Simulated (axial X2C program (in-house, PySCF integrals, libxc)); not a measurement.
**ZrBr⁺: from the state search to constants**

Aim: find the lowest determinant of ZrBr⁺, scan the bond at several levels and fit the constants, once spin-free and once with spin–orbit coupling.

Method: all-electron X2C, Zr dyall-cv3z, Br dyall-cv3z; program: an in-house X2C program for linear molecules on PySCF integrals.

All values are calculated.

### 1 Input

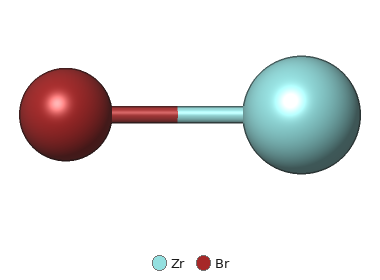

The two atoms at 2.680 Å (zirconium light teal, bromine red).

Input file task.json:

```json
{
 "zs": [
  40,
  35
 ],
 "q": 1,
 "bas": [
  "dyall-cv3z",
  "dyall-cv3z"
 ],
 "levels": [
  "PBE0",
  "HF",
  "BLYP"
 ],
 "cc": true,
 "r0": 2.68,
 "thr": -1.0,
 "nmax": 90,
 "npts": 10,
 "nst": 2,
 "ntry": 6
}
```

Keys: zs atomic numbers; q charge; bas basis sets; levels methods (HF also brings MP2); cc coupled cluster on or off; r0 starting distance in Å; thr threshold in hartree for freezing inner shells (an s shell follows its p shell); nmax most natural virtual spinors; npts points asked for on the curve; nst determinants followed; ntry starts of the search.

Launch:

```
python so2c.py task.json out
```

Spin-free means the one-electron spin-free X2C Hamiltonian; two-component (2c) means X2C with spin–orbit coupling and atomic mean-field two-electron Coulomb and Gaunt terms. Basis: Zr dyall-cv3z contracted to [11s12p9d6f3g], Br dyall-cv3z contracted to [8s9p6d4f1g]; Gaussian nuclei, density fitting. Masses: Zr 89.905 u, Br 78.918 u.

Notation: σ, π±, δ± give the projection m of an orbital's angular momentum (0, ±1, ±2), α and β its spin, Λ and M_S the sums; ω is the projection of a spinor's total angular momentum and Ω the sum. Logs are in hartree.

The results follow Hamiltonian by Hamiltonian and level by level.

### 2 Which state to follow

PBE0 moves the distance from 2.680 Å to 2.378 Å and compares determinants there.

Spin-free determinants:

| ΔE (eV) | state | open shells |
| --- | --- | --- |
| 0.00 | M_S = 1, Λ = 2 | beyond closed shells: σα, δ+α |
| 0.27 | M_S = 1, Λ = 0 | beyond closed shells: δ+α, δ-α |
| 0.56 | M_S = 1, Λ = 3 | beyond closed shells: π+α, δ+α |
| 0.66 | M_S = 1, Λ = 1 | beyond closed shells: π-α, δ+α |
| 0.68 | M_S = 0, Λ = 2 | beyond closed shells: σα, δ+β |
| 0.82 | M_S = 1, Λ = 1 | beyond closed shells: σα, π+α |
| 1.01 | M_S = 0, Λ = 3 | beyond closed shells: π+α, δ+β |

Two-component determinants:

```
ΔE (eV)  state                              open shells
   0.00  Ω = 1  excess of +ω over −ω: ω = -1/2, ω = 3/2
   0.09  Ω = 3   excess of +ω over −ω: ω = 1/2, ω = 5/2
   0.32  Ω = 1  excess of +ω over −ω: ω = -3/2, ω = 5/2
   0.51  Ω = 2   excess of +ω over −ω: ω = 1/2, ω = 3/2
   0.70  Ω = 4   excess of +ω over −ω: ω = 3/2, ω = 5/2
   0.70  Ω = 2  excess of +ω over −ω: ω = -1/2, ω = 5/2
   1.04  Ω = 1        excess of +ω over −ω: 2 × ω = 1/2
```

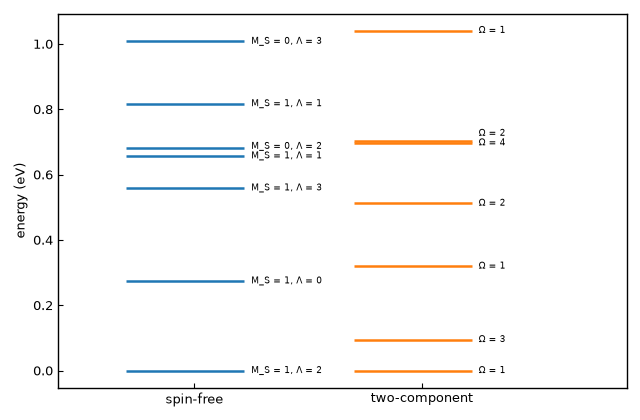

The determinants found, each set from its own lowest.

### 3 PBE0, spin-free

State followed: M_S = 1, Λ = 2 (beyond closed shells: σα, δ+α). The scan is laid around 2.378 Å, a first estimate of the minimum, and this SCF restarts from the orbitals of the search.

The SCF at the reference distance of 2.378 Å:

```text
spin-free X2C-1e  PBE0
basis functions 263  fitting functions 1311  grid points 5807
iter        total energy     max residual
   1      -6203.891728100     5.55e-06
   2      -6203.891728101     7.67e-06
converged
one-electron -9197.02918631  Coulomb 2888.92882259  exact exchange -51.00891810  xc functional -156.32495902  nuclear repulsion 311.54251274
```

Along the bond, energies from the lowest point:

```
R (Å)  E (eV)   μ (D)  HOMO (eV)  LUMO (eV)  iterations
2.069  1.2231   -5.11     -10.89      -8.29          12
2.164  0.5020   -5.67     -10.97      -8.42          12
2.235  0.1965   -6.11     -11.04      -8.52          11
2.307  0.0410   -6.56     -11.12      -8.62          11
2.378  0.0000   -7.02     -11.20      -8.71           2
2.461  0.0592   -7.56     -11.29      -8.82          12
2.545  0.2013   -8.09     -11.39      -8.92          12
2.651  0.4644   -8.78     -11.52      -9.05          13
2.782  0.8578   -9.58     -11.67      -9.19          12
2.973  1.4841  -10.66     -11.86      -9.36          14
```

Dipoles are positive if Br is the positive end and refer to the centre of mass.

Outer orbitals at the reference distance:

```
symmetry  occupied  ε (eV)             atomic character
      σβ       yes  -27.14   72% Br s, 9% Zr d, 8% Zr p
      σα       yes  -27.04   72% Br s, 9% Zr d, 8% Zr p
      σα       yes  -15.08  70% Br p, 19% Zr d, 4% Zr s
      σβ       yes  -14.96  75% Br p, 14% Zr d, 5% Zr s
     π-β       yes  -14.07  74% Br p, 14% Zr d, 5% Zr f
     π+β       yes  -14.07  74% Br p, 14% Zr d, 5% Zr f
     π+α       yes  -14.07  71% Br p, 17% Zr d, 5% Zr f
     π-α       yes  -14.06  71% Br p, 17% Zr d, 5% Zr f
     δ+α       yes  -11.56                    100% Zr d
      σα       yes  -11.20  49% Zr s, 44% Zr d, 6% Br p
     δ-α        no   -8.71                    100% Zr d
     π+α        no   -8.22   80% Zr d, 9% Br p, 6% Zr p
     π-α        no   -8.12   80% Zr d, 9% Br p, 5% Zr p
      σβ        no   -7.57  65% Zr s, 29% Zr d, 2% Zr p
```

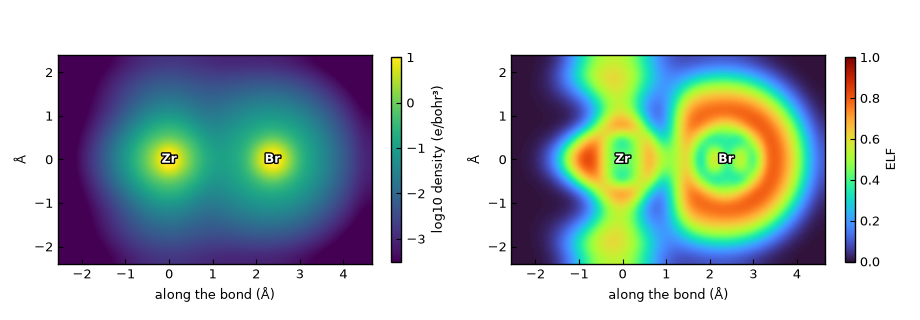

PBE0 fields in a plane through the axis, from a grid of 0.3 Å; Zr lies at z = 0 and Br at z = 2.378 Å; the ELF is damped to zero where the density is low.

Re = 2.373 Å, ωe = 333 cm⁻¹, ωexe = 0.687 cm⁻¹, Be = 0.07123 cm⁻¹, De = 4.23 eV, μ = -6.99 D.

### 4 HF, spin-free

Output at 2.378 Å:

```text
spin-free X2C-1e  HF
basis functions 263  fitting functions 1311  grid points 5807
iter        total energy     max residual
   1      -6200.593523375     2.65e-01
   2      -6200.627752670     1.27e-02
   3      -6200.629580951     5.04e-03
   4      -6200.630217852     1.71e-03
   5      -6200.630326493     1.10e-03
   6      -6200.630373838     7.03e-04
   7      -6200.630399651     5.99e-04
   8      -6200.630417071     4.32e-04
   9      -6200.630430364     1.68e-04
  10      -6200.630432337     5.45e-05
  11      -6200.630432619     1.52e-05
  12      -6200.630432647     5.51e-06
  13      -6200.630432650     2.76e-06
  14      -6200.630432650     1.20e-06
converged
one-electron -9196.53759519  Coulomb 2888.53181979  exact exchange -204.16716999  xc functional 0.00000000  nuclear repulsion 311.54251274
```

Re = 2.443 Å, ωe = 306 cm⁻¹, ωexe = 0.642 cm⁻¹, Be = 0.06723 cm⁻¹, De = 2.57 eV, μ = -9.34 D.

### 5 BLYP, spin-free

The SCF at the reference distance of 2.378 Å:

```text
spin-free X2C-1e  BLYP
basis functions 263  fitting functions 1311  grid points 5807
iter        total energy     max residual
   1      -6204.703650447     1.21e-01
   2      -6204.707913333     1.42e-02
   3      -6204.673185614     3.55e-02
   4      -6204.713084426     2.07e-03
   5      -6204.713233317     9.05e-04
   6      -6204.713234120     6.37e-04
   7      -6204.713245180     6.59e-05
   8      -6204.713245220     3.11e-05
   9      -6204.713245248     5.06e-06
  10      -6204.713245248     2.32e-06
converged
one-electron -9196.44605418  Coulomb 2888.30713254  exact exchange 0.00000000  xc functional -208.11683635  nuclear repulsion 311.54251274
```

Re = 2.404 Å, ωe = 317 cm⁻¹, ωexe = 0.692 cm⁻¹, Be = 0.06941 cm⁻¹, De = 4.27 eV, μ = -6.26 D.

### 6 MP2 and beyond, spin-free

Correlated methods: 10 electrons correlated (frozen shells, counted by type: Zr 4 s, 3 p, 1 d; Br 3 s, 2 p, 1 d), 324 virtual spinors in MP2, 90 natural virtuals in coupled cluster.

Output of the correlated part at 2.378 Å:

```text
correlated 10  virtual 324  natural virtual 90  E(MP2) -0.204845432  MP2 remainder -0.006164216
iter   CCSD correlation   residual
   1     -0.208316130   1.05e-01
   2     -0.212930129   4.79e-02
   3     -0.215041762   2.08e-02
   4     -0.215134278   7.98e-03
   5     -0.215195327   2.64e-03
   6     -0.215209622   1.19e-03
   7     -0.215208656   5.35e-04
   8     -0.215212305   2.36e-04
   9     -0.215209986   9.19e-05
  10     -0.215210638   3.51e-05
  11     -0.215210278   1.33e-05
  12     -0.215210355   5.92e-06
  13     -0.215210329   2.46e-06
  14     -0.215210321   1.12e-06
(T) -0.010754754  T1 0.0307  D1 0.0423  max T2 0.042
```

T1 in the output is the amplitude norm over the root of the electron number; divide by √2 for the Lee–Taylor value.

MP2: Re = 2.401 Å, ωe = 326 cm⁻¹, Be = 0.06956 cm⁻¹, De = 4.02 eV.

CCSD: Re = 2.408 Å, ωe = 324 cm⁻¹, ωexe = 0.687 cm⁻¹, Be = 0.06916 cm⁻¹, De = 3.85 eV. T1 at Re = 0.022 (Lee–Taylor, the printed value over √2).

CCSD(T): Re = 2.407 Å, ωe = 325 cm⁻¹, ωexe = 0.692 cm⁻¹, Be = 0.06925 cm⁻¹, De = 4.01 eV. T1 at Re = 0.022 (Lee–Taylor, the printed value over √2).

### 7 A higher determinant, spin-free

State: M_S = 1, Λ = 0 (beyond closed shells: δ+α, δ-α).

Output at the reference distance:

```text
spin-free X2C-1e  PBE0
basis functions 263  fitting functions 1311  grid points 5807
iter        total energy     max residual
   1      -6203.881647186     9.60e-06
   2      -6203.881647187     8.60e-06
converged
one-electron -9199.46475456  Coulomb 2891.46247640  exact exchange -51.02928775  xc functional -156.39259401  nuclear repulsion 311.54251274
```

```
R (Å)  E above the lowest PBE0 point (eV)
2.069                               1.726
2.164                               0.923
2.235                               0.563
2.307                               0.358
2.378                               0.274
2.461                               0.292
2.545                               0.400
2.651                               0.632
2.782                               1.001
```

Re = 2.405 Å, ωe = 324 cm⁻¹, ωexe = 0.61 cm⁻¹, Be = 0.06933 cm⁻¹, μ = -7.78 D. Te = 0.27 eV.

### 8 The spin-free curves together

Energy (eV) of the followed determinant, spin-free, from each level's lowest point:

```
R (Å)   PBE0     HF    MP2   CCSD  CCSD(T)   BLYP
2.069  1.223  1.725  1.451    n/a      n/a  1.403
2.164  0.502  0.831  0.641  0.670    0.667  0.622
2.235  0.197  0.413  0.281  0.299    0.297  0.274
2.307  0.041  0.159  0.079  0.088    0.087  0.079
2.378  0.000  0.031  0.000  0.000    0.000  0.000
2.461  0.059  0.000  0.022  0.014    0.016  0.018
2.545  0.201  0.063  0.134  0.118    0.122  0.122
2.651  0.464  0.239  0.365  0.342    0.349  0.340
2.782  0.858  0.544  0.725    n/a      n/a  0.681
2.973  1.484  1.077  1.319    n/a      n/a  1.237
```

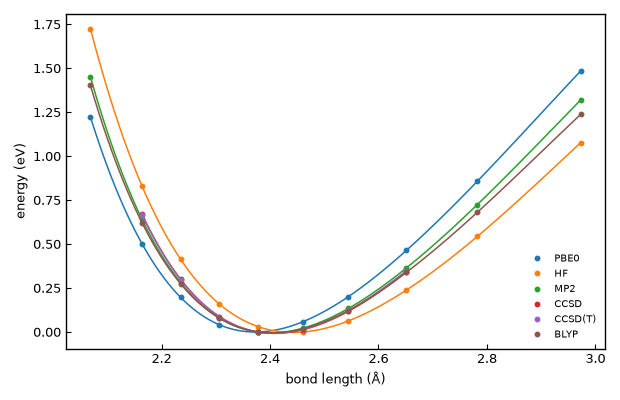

Curves of the followed state, spin-free, each from its own lowest point.

### 9 PBE0, 2c

State followed: Ω = 1 (excess of +ω over −ω: ω = -1/2, ω = 3/2). The scan is laid around 2.378 Å, a first estimate of the minimum, and this SCF restarts from the orbitals of the search.

Output at 2.378 Å:

```text
two-component X2C + atomic mean field  PBE0
basis functions 263  fitting functions 1311  grid points 5807
iter        total energy     max residual
   1      -6201.607085829     5.61e-06
   2      -6201.607085831     6.06e-06
converged
one-electron -9191.06151896  Coulomb 2887.74566847  exact exchange -50.98639720  xc functional -156.25678816  nuclear repulsion 311.54251274  atomic mean-field constant -2.59056271
```

Along the bond, energies from the lowest point:

```
R (Å)  E (eV)   μ (D)  HOMO (eV)  LUMO (eV)  iterations
2.069  1.2300   -5.10     -10.88      -8.25          12
2.164  0.5066   -5.66     -10.96      -8.37          12
2.235  0.1995   -6.10     -11.03      -8.47          12
2.307  0.0425   -6.55     -11.10      -8.57          11
2.378  0.0000   -7.00     -11.18      -8.66           2
2.461  0.0576   -7.54     -11.28      -8.77          12
2.545  0.1980   -8.08     -11.38      -8.87          12
2.651  0.4591   -8.76     -11.51      -8.99          13
2.782  0.8500   -9.56     -11.65      -9.13          12
2.973  1.4726  -10.63     -11.83      -9.30          14
```

Dipoles are positive if Br is the positive end and refer to the centre of mass.

Outer spinors at the reference distance:

```json
{"ω": "1/2", "occupied": "yes", "ε (eV)": "-27.15", "atomic character": "72% Br s, 9% Zr d, 8% Zr p", "λ mixture": "100% σ"}
{"ω": "-1/2", "occupied": "yes", "ε (eV)": "-27.05", "atomic character": "72% Br s, 9% Zr d, 8% Zr p", "λ mixture": "100% σ"}
{"ω": "-1/2", "occupied": "yes", "ε (eV)": "-15.12", "atomic character": "71% Br p, 19% Zr d, 4% Zr s", "λ mixture": "96% σ, 4% π"}
{"ω": "1/2", "occupied": "yes", "ε (eV)": "-15.01", "atomic character": "75% Br p, 14% Zr d, 4% Zr s", "λ mixture": "94% σ, 6% π"}
{"ω": "-1/2", "occupied": "yes", "ε (eV)": "-14.19", "atomic character": "74% Br p, 14% Zr d, 5% Zr f", "λ mixture": "96% π, 4% σ"}
{"ω": "1/2", "occupied": "yes", "ε (eV)": "-14.17", "atomic character": "71% Br p, 17% Zr d, 5% Zr f", "λ mixture": "94% π, 6% σ"}
{"ω": "3/2", "occupied": "yes", "ε (eV)": "-13.92", "atomic character": "73% Br p, 14% Zr d, 5% Zr f", "λ mixture": "100% π"}
{"ω": "-3/2", "occupied": "yes", "ε (eV)": "-13.90", "atomic character": "70% Br p, 18% Zr d, 5% Zr f", "λ mixture": "100% π"}
{"ω": "3/2", "occupied": "yes", "ε (eV)": "-11.60", "atomic character": "100% Zr d", "λ mixture": "100% δ"}
{"ω": "-1/2", "occupied": "yes", "ε (eV)": "-11.18", "atomic character": "49% Zr s, 44% Zr d, 6% Br p", "λ mixture": "100% σ"}
{"ω": "-5/2", "occupied": "no", "ε (eV)": "-8.66", "atomic character": "100% Zr d", "λ mixture": "100% δ"}
{"ω": "1/2", "occupied": "no", "ε (eV)": "-8.25", "atomic character": "80% Zr d, 8% Br p, 5% Zr p", "λ mixture": "100% π"}
{"ω": "-3/2", "occupied": "no", "ε (eV)": "-8.08", "atomic character": "79% Zr d, 9% Br p, 6% Zr p", "λ mixture": "100% π"}
{"ω": "1/2", "occupied": "no", "ε (eV)": "-7.57", "atomic character": "65% Zr s, 28% Zr d, 2% Zr p", "λ mixture": "100% σ"}
```

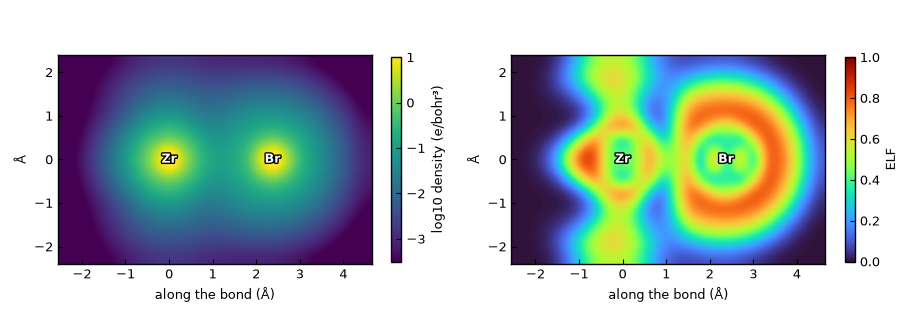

PBE0 fields in a plane through the axis, from a grid of 0.3 Å; Zr lies at z = 0 and Br at z = 2.378 Å; the ELF is damped to zero where the density is low.

Re = 2.374 Å, ωe = 332 cm⁻¹, ωexe = 0.688 cm⁻¹, Be = 0.07116 cm⁻¹, De = 4.13 eV, μ = -6.98 D.

### 10 HF, 2c

Output at 2.378 Å:

```text
two-component X2C + atomic mean field  HF
basis functions 263  fitting functions 1311  grid points 5807
iter        total energy     max residual
   1      -6198.309489272     2.65e-01
   2      -6198.343739888     1.28e-02
   3      -6198.345583317     5.20e-03
   4      -6198.346225124     1.72e-03
   5      -6198.346338830     1.11e-03
   6      -6198.346390253     7.03e-04
   7      -6198.346419709     5.98e-04
   8      -6198.346440775     4.29e-04
   9      -6198.346458858     2.07e-04
  10      -6198.346463287     1.76e-04
  11      -6198.346465127     1.52e-04
  12      -6198.346466818     1.27e-04
  13      -6198.346468650     9.55e-05
  14      -6198.346470021     5.77e-05
  15      -6198.346470594     2.18e-05
  16      -6198.346470639     1.04e-05
  17      -6198.346470644     6.37e-06
  18      -6198.346470645     4.45e-06
  19      -6198.346470646     3.03e-06
  20      -6198.346470646     1.82e-06
converged
one-electron -9190.58009912  Coulomb 2887.35915546  exact exchange -204.07747701  xc functional 0.00000000  nuclear repulsion 311.54251274  atomic mean-field constant -2.59056271
```

Re = 2.445 Å, ωe = 305 cm⁻¹, ωexe = 0.637 cm⁻¹, Be = 0.06712 cm⁻¹, De = 2.41 eV, μ = -9.35 D.

### 11 BLYP, 2c

Output at 2.378 Å:

```text
two-component X2C + atomic mean field  BLYP
basis functions 263  fitting functions 1311  grid points 5807
iter        total energy     max residual
   1      -6202.418221061     1.21e-01
   2      -6202.422515833     1.46e-02
   3      -6202.387936467     3.54e-02
   4      -6202.427656321     2.07e-03
   5      -6202.427805452     9.04e-04
   6      -6202.427806259     6.51e-04
   7      -6202.427817307     6.57e-05
   8      -6202.427817348     3.18e-05
   9      -6202.427817375     5.12e-06
  10      -6202.427817376     2.34e-06
converged
one-electron -9190.47905961  Coulomb 2887.12467829  exact exchange 0.00000000  xc functional -208.02538608  nuclear repulsion 311.54251274  atomic mean-field constant -2.59056271
```

Re = 2.405 Å, ωe = 316 cm⁻¹, ωexe = 0.695 cm⁻¹, Be = 0.06933 cm⁻¹, De = 4.17 eV, μ = -6.25 D.

### 12 MP2 and beyond, 2c

Correlated methods: 10 electrons correlated (frozen shells, counted by type: Zr 4 s, 3 p, 1 d; Br 3 s, 2 p, 1 d), 324 virtual spinors in MP2, 90 natural virtuals in coupled cluster.

Output of the correlated part at 2.378 Å:

```text
correlated 10  virtual 324  natural virtual 90  E(MP2) -0.204735161  MP2 remainder -0.006174450
iter   CCSD correlation   residual
   1     -0.208229288   1.04e-01
   2     -0.212839273   4.76e-02
   3     -0.214942026   2.08e-02
   4     -0.215034032   7.97e-03
   5     -0.215094932   2.64e-03
   6     -0.215109028   1.19e-03
   7     -0.215108036   5.36e-04
   8     -0.215111650   2.37e-04
   9     -0.215109312   9.48e-05
  10     -0.215109980   4.02e-05
  11     -0.215109597   2.04e-05
  12     -0.215109706   1.38e-05
  13     -0.215109666   9.96e-06
  14     -0.215109664   6.67e-06
(T) -0.010726045  T1 0.0306  D1 0.0430  max T2 0.041
```

MP2: Re = 2.403 Å, ωe = 325 cm⁻¹, Be = 0.06947 cm⁻¹, De = 3.88 eV.

CCSD: Re = 2.410 Å, ωe = 322 cm⁻¹, ωexe = 0.693 cm⁻¹, Be = 0.06907 cm⁻¹, De = 3.70 eV. T1 at Re = 0.022 (Lee–Taylor, the printed value over √2).

CCSD(T): Re = 2.408 Å, ωe = 324 cm⁻¹, ωexe = 0.7 cm⁻¹, Be = 0.06916 cm⁻¹, De = 3.87 eV. T1 at Re = 0.022 (Lee–Taylor, the printed value over √2).

### 13 A higher determinant, 2c

State: Ω = 3 (excess of +ω over −ω: ω = 1/2, ω = 5/2).

Output at the reference distance:

```text
two-component X2C + atomic mean field  PBE0
basis functions 263  fitting functions 1311  grid points 5807
iter        total energy     max residual
   1      -6201.603601077     5.79e-06
   2      -6201.603601079     4.13e-06
converged
one-electron -9190.99552109  Coulomb 2887.68145770  exact exchange -50.98615097  xc functional -156.25533674  nuclear repulsion 311.54251274  atomic mean-field constant -2.59056271
```

```
R (Å)  E above the lowest PBE0 point (eV)
2.069                               1.320
2.164                               0.599
2.235                               0.293
2.307                               0.136
2.378                               0.095
2.461                               0.153
2.545                               0.294
2.651                               0.556
2.782                               0.947
```

Re = 2.373 Å, ωe = 333 cm⁻¹, ωexe = 0.689 cm⁻¹, Be = 0.0712 cm⁻¹, μ = -6.96 D. Te = 0.09 eV.

### 14 The 2c curves together

Energy (eV) of the followed determinant, 2c, from each level's lowest point:

```
R (Å)   PBE0     HF    MP2   CCSD  CCSD(T)   BLYP
2.069  1.230  1.736  1.459    n/a      n/a  1.410
2.164  0.507  0.839  0.646  0.676    0.672  0.626
2.235  0.200  0.419  0.284  0.303    0.300  0.277
2.307  0.043  0.163  0.081  0.090    0.088  0.080
2.378  0.000  0.033  0.000  0.000    0.000  0.000
2.461  0.058  0.000  0.020  0.011    0.013  0.017
2.545  0.198  0.061  0.129  0.113    0.118  0.118
2.651  0.459  0.233  0.357  0.334    0.341  0.334
2.782  0.850  0.535  0.713    n/a      n/a  0.672
2.973  1.473  1.064  1.302    n/a      n/a  1.224
```

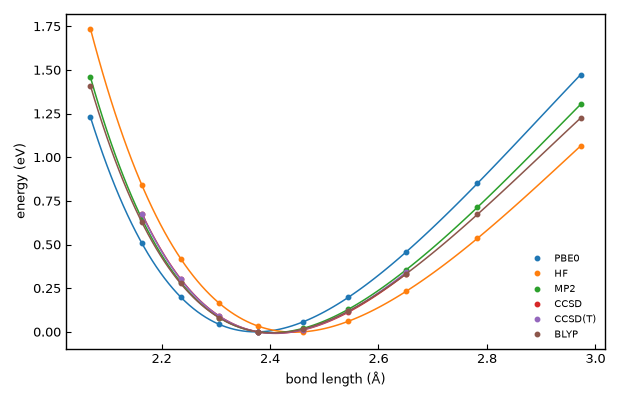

Curves of the followed state, 2c, each from its own lowest point.

Time for the job: 4 min (1 thread of Arm Neoverse V1, shared host).

### 15 What came out

Lowest determinant that the search found at its distance, spin-free: M_S = 1, Λ = 2 (beyond closed shells: σα, δ+α).

Lowest determinant that the search found at its distance, 2c: Ω = 1 (excess of +ω over −ω: ω = -1/2, ω = 3/2).

```csv
Hamiltonian,level,Re (Å),ωe (cm⁻¹),De (eV),μ (D)
spin-free,PBE0,2.373,333,4.23,-6.99
spin-free,HF,2.443,306,2.57,-9.34
spin-free,MP2,2.401,326,4.02,n/a
spin-free,CCSD,2.408,324,3.85,n/a
spin-free,CCSD(T),2.407,325,4.01,n/a
spin-free,BLYP,2.404,317,4.27,-6.26
2c,PBE0,2.374,332,4.13,-6.98
2c,HF,2.445,305,2.41,-9.35
2c,MP2,2.403,325,3.88,n/a
2c,CCSD,2.410,322,3.70,n/a
2c,CCSD(T),2.408,324,3.87,n/a
2c,BLYP,2.405,316,4.17,-6.25
```

Dipoles are positive if Br is the positive end and refer to the centre of mass.

Time per point (s) on 1 thread of Arm Neoverse V1, shared host (2c runs; CCSD comes with the CCSD(T) run); the times are rough: PBE0 1.4, HF 1.8, MP2 2.1, CCSD(T) 6.1, BLYP 0.54.

What this shows: At CCSD(T), going from spin-free to two-component changes Re by +2 mÅ, ωe by -0.4 %; the spin-free picture holds up (part of it comes from the scalar share of the two-electron terms). De moves by -0.15 eV; both De rest on single-determinant atoms, which can miss part of an open shell's spin–orbit lowering.

De refers to Zr+ + Br, each in the lowest determinant found, which need not be this curve's own limit. The state is a single determinant with fixed occupations, the lowest that a limited PBE0 search found. Dissociation energies refer to the lowest single-determinant-based atoms at the same level and basis. Density functionals use the spin component along the axis (collinear). CCSD and (T) use frozen natural virtuals with an MP2 correction for the truncation. With several unpaired electrons one determinant need not be a pure state. With the outer-core shells frozen, correlated bond lengths of heavy atoms tend to come out a few hundredths of an ångström too long. T1 at Re is 0.022 (Lee–Taylor), above the customary mark of 0.02.
